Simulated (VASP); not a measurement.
Band structure of Ag (fcc). Calculation: LDA (Ceperley-Alder, Perdew-Zunger) with spin-orbit coupling, VASP's LDA PAW potentials (set 64) (plane waves; VASP 6.6.1).

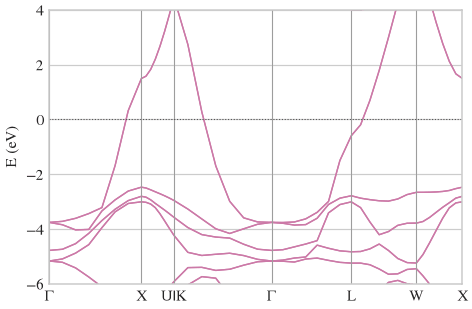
Fig. 1. Bands along high-symmetry lines, zero at the valence-band maximum or, without a gap, the Fermi level

Question: Read the plot: is there a gap, and where are the band edges?

Answer: It has no gap at this level: it comes out as a metal or semimetal.

The compound is Ag in the fcc structure. It was relaxed first, which changed the volume by -7 %.
